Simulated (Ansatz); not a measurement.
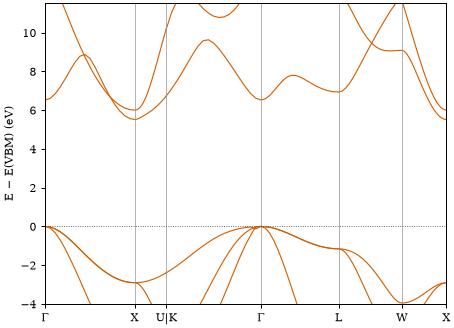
Band structure from plane-wave PAW r²SCAN (Ansatz code)

**Question.** Read off the gap and where the band edges lie.

**Answer.** About 5.5 eV (5.52 eV by a search for the band edges); maximum at Γ, minimum at X.

The material is AlN (rock salt, Fm-3m).

This is a known high-pressure phase of the composition, computed here at zero pressure and temperature. The r²SCAN relaxation kept the symmetry of its start; whether a distortion lowers the energy is not shown.

Potentials: the later of the program's two PAW sets.
